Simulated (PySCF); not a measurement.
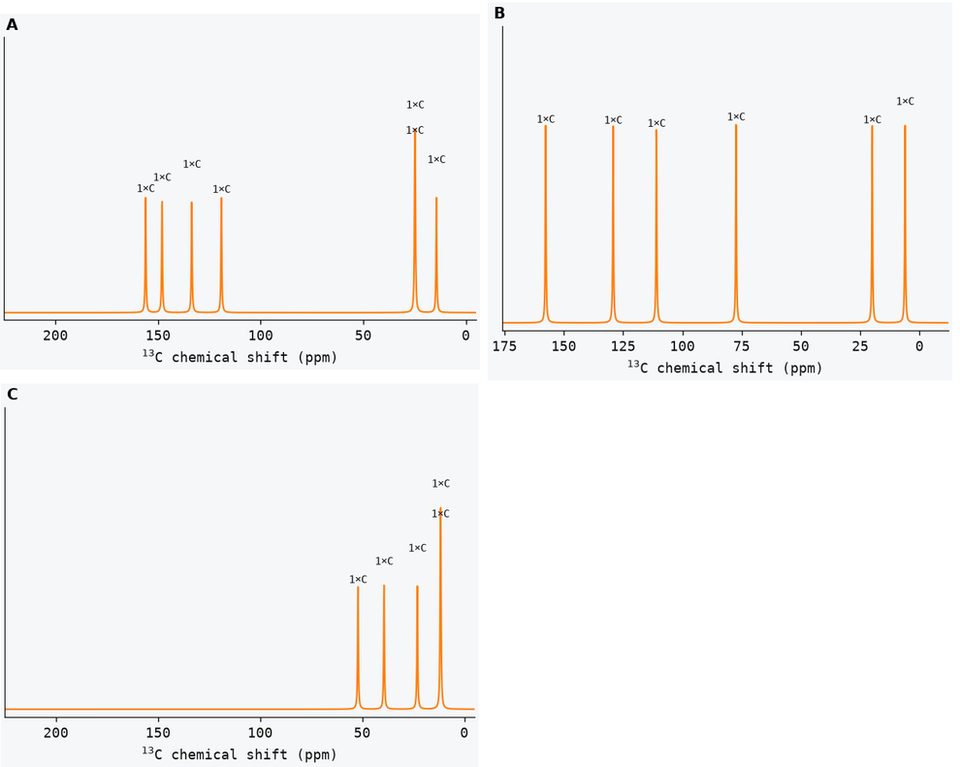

GIAO shifts, PBE0/pcSseg-1 (IEF-PCM methanol), PySCF, at a PBE0-D3(BJ)/def2-SVP geometry (no frequency check), against TMS for ¹³C computed at the same level. fully decoupled, line heights follow the number of nuclei, widths are arbitrary (no quadrupolar broadening); values of one conformer, averaged over methyl-type rotors and exact or near symmetry; other conformers aren't averaged in.

> Which panel belongs to which molecule?
1. C₆H₉P, SMILES CC#CP/C=C\C
2. C₅H₁₄NPSi, SMILES CCN(C)P1C[C@H]1[SiH3]
3. C₇H₉OPS, SMILES C[C@@H]1C[P@@]1(=S)c1ccco1

A: 3 (156.1 (1 C), 148.1 (1 C), 133.6 (1 C), 119.1 (1 C), 24.9 (1 C), 24.7 (1 C), 14.4 (1 C) ppm)
B: 1 (157.6 (1 C), 129.2 (1 C), 110.9 (1 C), 77.4 (1 C), 20.0 (1 C), 6.1 (1 C) ppm)
C: 2 (52.1 (1 C), 39.3 (1 C), 23.0 (1 C), 11.7 (1 C), 11.5 (1 C) ppm)
